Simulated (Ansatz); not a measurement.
**Two attempts at C2F6O (SMILES FC(F)(F)OC(F)(F)F)**

Wanted: energy and gradient of C2F6O, PBEsolx+VWNRPAc(a = 0.25)/jorge-TZP (exact exchange 0.25, start density atoms).

Program for the calculation: Ansatz 0.2.0.

4 further runs of the same task are left out: 1 for a known fault of the program, 1 that didn't finish, 2 set aside as unsound or not needed. Runs told in other sessions of the task aren't counted.

### 1 The structure to begin with

C2F6O has 9 atoms, charge 0, and is taken as a singlet. As SMILES, `FC(F)(F)OC(F)(F)F`. Geometry: relaxed at PBE0-D4/def2-TZVP.

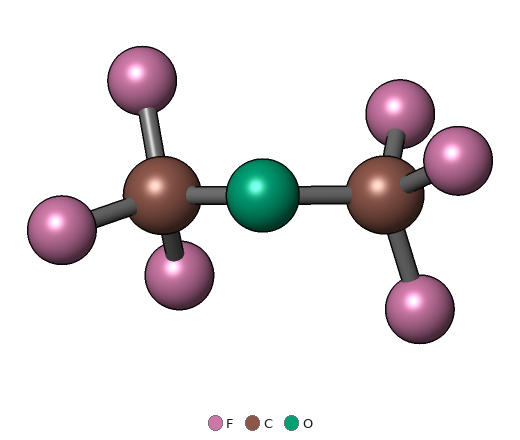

Viewed from a chosen angle; fluorine pink, carbon brown, oxygen teal.

### 2 First attempt

in.yaml

```yaml
crystal:
  periodic: [true, true, true]
  atoms:
    - {symbol: F, position_ang: [2.076690, -0.384510, -0.999750]}
    - {symbol: C, position_ang: [0.777760, -0.429490, -0.791080]}
    - {symbol: F, position_ang: [0.159870, 0.303300, -1.706270]}
    - {symbol: F, position_ang: [0.367380, -1.682330, -0.915040]}
    - {symbol: O, position_ang: [0.570650, 0.041580, 0.479900]}
    - {symbol: C, position_ang: [-0.682950, 0.436400, 0.870810]}
    - {symbol: F, position_ang: [-0.666110, 0.487120, 2.186080]}
    - {symbol: F, position_ang: [-0.980110, 1.637760, 0.399820]}
    - {symbol: F, position_ang: [-1.623170, -0.409820, 0.475530]}
basis:
  gaussian: {orbitals: jorge-TZP.json}
hamiltonian:
  xc:
    text: |
      parameter a = 0.25
      exchange = (1 - a)*pbesol_x + a*exact_x
      correlation = vwn_rpa_c
output: {forces: true}
```

Run with:

```console
$ ansatz run in.yaml --threads 1 --pin off --max-ram 3480MiB --events-out events.jsonl --progress --plain --runs-dir runs
```

The program printed:

```text
Error: YAML parse error: error: line 2 column 3: crystal: missing field `lattice` (a structure is typed as `lattice` and `atoms`, a molecule's as `atoms` in Å alone, or read from a run's directory, `checkpoint`)
 --> <input>:2:3
  |
1 | crystal:
2 |   periodic: [true, true, true]
  |   ^ crystal: missing field `lattice` (a structure is typed as `lattice` and `atoms`, a molecule's as `atoms` in Å alone, or read from a run's directory, `checkpoint`)
3 |   atoms:
4 |     - {symbol: F, position_ang: [2.076690, -0.384510, -0.999750]}
  |
```

Wall time 0.02 s (1 thread of Arm Neoverse V2, shared host).

### 3 Diagnosis

The program refused the input.

The log says `Error: YAML parse error: error: line 2 column 3: crystal: missing field 'lattice'`. The fault: the molecule is declared periodic without a cell. In place of `periodic: [true, true, true]`, `output: {forces: true}` the sound input has `periodic: [false, false, false]`, `output: {forces: true, orbitals: {seedname: orbitals}}`.

### 4 The mended input

Changes to in.yaml since step 2:

```diff
@@ -1,3 +1,3 @@
 crystal:
-  periodic: [true, true, true]
+  periodic: [false, false, false]
   atoms:
@@ -20,2 +20,2 @@
       correlation = vwn_rpa_c
-output: {forces: true}
+output: {forces: true, orbitals: {seedname: orbitals}}
```

The basis set jorge-TZP is read from a file made from the Basis Set Exchange's data (not shown).

Run with:

```console
$ ansatz run in.yaml --threads 1 --pin off --max-ram 3480MiB --events-out events.jsonl --progress --plain --runs-dir runs
```

The program printed, cut to the lines that bear on the results:

```text
Warning: RAYON_NUM_THREADS=1 ignored (pool sized by the plan → 1); use --threads N
Functional definition: unnamed
[...]
1449 factors; their error is unknown
[...]
mean field -20469.66640772 eV, -752.2463656456 hartree, gradient 2.9e-5 eV, S^2 0.000000; 0 other end points of the search recorded, 0 dependent functions left out
[...]
reference -20469.66644325 eV, -752.2463669512 hartree; 37, 37 occupied and 242, 242 virtual orbitals, 1449 factors
Total energy: -20469.66644325 eV, -752.2463669512 hartree
Atom 0 at     2.076690    -0.384510    -0.999750 Å, force     0.043883    -0.004899    -0.027030 eV/Å
Atom 1 at     0.777760    -0.429490    -0.791080 Å, force     0.078059    -0.006643     0.023903 eV/Å
Atom 2 at     0.159870     0.303300    -1.706270 Å, force    -0.001913     0.012543    -0.047804 eV/Å
Atom 3 at     0.367380    -1.682330    -0.915040 Å, force     0.000011    -0.042659    -0.016344 eV/Å
Atom 4 at     0.570650     0.041580     0.479900 Å, force    -0.070796    -0.005104    -0.059223 eV/Å
Atom 5 at    -0.682950     0.436400     0.870810 Å, force     0.035924     0.015006     0.071938 eV/Å
Atom 6 at    -0.666110     0.487120     2.186080 Å, force    -0.019527     0.006732     0.047284 eV/Å
Atom 7 at    -0.980110     1.637760     0.399820 Å, force    -0.019554     0.040987    -0.000093 eV/Å
Atom 8 at    -1.623170    -0.409820     0.475530 Å, force    -0.046086    -0.015963     0.007369 eV/Å
Dipole moment:     0.004834     0.000348     0.004066 e Å
```

It took 19 s on 1 thread of Arm Neoverse V2, shared host; peak memory 0.83 GiB.

### 5 Results

Level: PBEsolx+VWNRPAc(a = 0.25)/jorge-TZP (exact exchange 0.25, start density atoms).

```
                quantity          value
            total energy  -752.24637 Eh
           dipole moment         0.03 D
             HOMO energy      -12.20 eV
             LUMO energy        2.66 eV
           HOMO–LUMO gap       14.86 eV
largest force on an atom     0.092 eV/Å
```
